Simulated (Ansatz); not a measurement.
# What a change does: single-point calculation on SiH$_{2}$SF$_{2}$

System: SiH$_{2}$SF$_{2}$, SMILES F[SiH](F)S.
Method of run 1: RKS wB97M-V/def2-SVP (Ansatz 0.2.0).

The geometry comes from this level: PBE0-D4/def2-TZVP. Text and figures count atoms from 1; the logs count them from 0 in places.

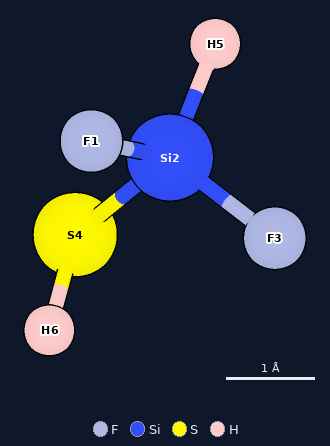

Fig. 1: The structure (ball-and-stick view, seen at a tilt; atoms are numbered from 1 in the order of the input).

## Input file, run 1
```yaml
crystal:
  periodic: [false, false, false]
  atoms:
    - {symbol: F, position_ang: [-0.390051, -1.503726, 0.703559]}
    - {symbol: Si, position_ang: [0.413255, -0.308885, 0.041078]}
    - {symbol: F, position_ang: [0.491451, -0.663225, -1.501697]}
    - {symbol: S, position_ang: [-0.555129, 1.532572, 0.355803]}
    - {symbol: H, position_ang: [1.769118, -0.249420, 0.605762]}
    - {symbol: H, position_ang: [-1.686542, 1.128682, -0.250704]}
basis:
  gaussian: {orbitals: def2-SVP}
hamiltonian: {xc: {name: wB97M-V}}
output: {orbitals: {seedname: orbitals}}
```

Hardware: 2 CPU threads, shared host.

## Output (run 1)
```
Functional definition: wB97M-V
  parameter omega = 0.3/bohr
  parameter cx = 0.15
  parameter cx01 = 1.007
  parameter cx10 = 0.259
  parameter css00 = 0.443
  parameter css04 = -1.437
  parameter css10 = -4.535
  parameter css20 = -3.390
  parameter css43 = 4.278
  parameter cos00 = 1.000
  parameter cos10 = 1.358
  parameter cos20 = 2.924
  parameter cos21 = -8.812
  parameter cos60 = -1.390
  parameter cos61 = 9.142
  parameter b = 6.0
  parameter c = 0.01
  gx(w, u) = 1 - cx + cx01*u + cx10*w
  gss(w, u) = css00 + css04*u^4 + css10*w + css20*w^2 + css43*w^4*u^3
  gos(w, u) = cos00 + cos10*w + (cos20 + cos21*u)*w^2 + (cos60 + cos61*u)*w^6
  exchange = spin_sum(e_x_unif_sr(omega)*gx(b97_w, b97_u_x)) + cx*exact_x_sr(omega) + exact_x_lr(omega)
  correlation = spin_sum(e_c_pw_mod_same_spin*gss(b97_w, b97_u_same))
      + integral(e_c_pw_mod_opposite_spin*gos(b97_w_opposite, b97_u_opposite)) + vv10(b, c)
685 factors; integrals over basis functions are off by at most 1.1e-3 eV
208 factors; integrals over basis functions are off by at most 8.3e-6 eV
mean field evaluation 1: about -24168.0792 eV, gradient 3.8e1 eV
mean field evaluation 2: about -24168.2307 eV, gradient 4.1e1 eV
mean field evaluation 4: about -24170.6054 eV, gradient 7.2e-1 eV
mean field evaluation 8: about -24170.6275 eV, gradient 2.3e-2 eV
mean field evaluation 16: about -24170.6275 eV, gradient 5.7e-5 eV
mean field -24170.62746555 eV, -888.2541759191 hartree, gradient 5.7e-5 eV, S^2 0.000000; 0 other end points of the search recorded, 0 dependent functions left out
reference -24170.62749704 eV, -888.2541770764 hartree; 25, 25 occupied and 49, 49 virtual orbitals, 685 factors
Total energy: -24170.62749704 eV, -888.2541770764 hartree
```

For run 2 the input was changed thus:
```diff
-  gaussian: {orbitals: def2-SVP}
+  gaussian: {orbitals: "def2-QZVPP.json"}
```

Predict how the results change.

The total energy of run 2 is 341.4 kcal/mol lower, which measures the change of basis and not a stability. The HOMO goes from −10.35 to −10.54 eV. The LUMO goes from 2.48 to 1.41 eV. The basis functions go from 74 to 314.

## Output (run 2)
```
Functional definition: wB97M-V
  parameter omega = 0.3/bohr
  parameter cx = 0.15
  parameter cx01 = 1.007
  parameter cx10 = 0.259
  parameter css00 = 0.443
  parameter css04 = -1.437
  parameter css10 = -4.535
  parameter css20 = -3.390
  parameter css43 = 4.278
  parameter cos00 = 1.000
  parameter cos10 = 1.358
  parameter cos20 = 2.924
  parameter cos21 = -8.812
  parameter cos60 = -1.390
  parameter cos61 = 9.142
  parameter b = 6.0
  parameter c = 0.01
  gx(w, u) = 1 - cx + cx01*u + cx10*w
  gss(w, u) = css00 + css04*u^4 + css10*w + css20*w^2 + css43*w^4*u^3
  gos(w, u) = cos00 + cos10*w + (cos20 + cos21*u)*w^2 + (cos60 + cos61*u)*w^6
  exchange = spin_sum(e_x_unif_sr(omega)*gx(b97_w, b97_u_x)) + cx*exact_x_sr(omega) + exact_x_lr(omega)
  correlation = spin_sum(e_c_pw_mod_same_spin*gss(b97_w, b97_u_same))
      + integral(e_c_pw_mod_opposite_spin*gos(b97_w_opposite, b97_u_opposite)) + vv10(b, c)
1203 factors; their error is unknown
224 factors; integrals over basis functions are off by at most 2.0e-5 eV
mean field evaluation 1: about -24182.7078 eV, gradient 4.3e1 eV
mean field evaluation 2: about -24182.4709 eV, gradient 5.0e1 eV
mean field evaluation 4: about -24185.4202 eV, gradient 1.1e0 eV
mean field evaluation 8: about -24185.4324 eV, gradient 1.2e-1 eV
mean field evaluation 16: about -24185.4324 eV, gradient 1.6e-5 eV
mean field -24185.43240766 eV, -888.7982475066 hartree, gradient 1.6e-5 eV, S^2 0.000000; 0 other end points of the search recorded, 0 dependent functions left out
reference -24185.43245578 eV, -888.7982492749 hartree; 25, 25 occupied and 289, 289 virtual orbitals, 1203 factors
Total energy: -24185.43245578 eV, -888.7982492749 hartree
```

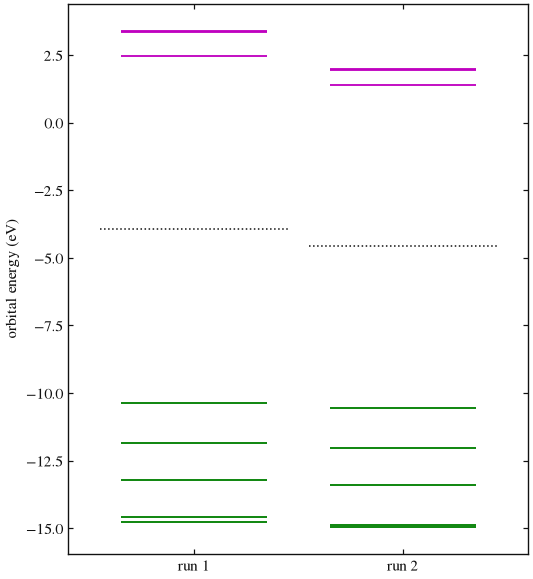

Fig. 2: The five highest filled and three lowest empty orbital energies of the two runs; the dotted lines part filled from empty levels. The HOMO–LUMO gap is 12.84 eV in run 1 and 11.95 eV in run 2.

## The two runs side by side

| quantity | run 1 | run 2 |
| --- | --- | --- |
| outcome | converged | converged |
| total energy (hartree) | −888.254177 | −888.798249 |
| HOMO (eV) | −10.35 | −10.54 |
| LUMO (eV) | 2.48 | 1.41 |
| basis functions | 74 | 314 |
| wall time (shared host) | 4.7 s | 16 s |
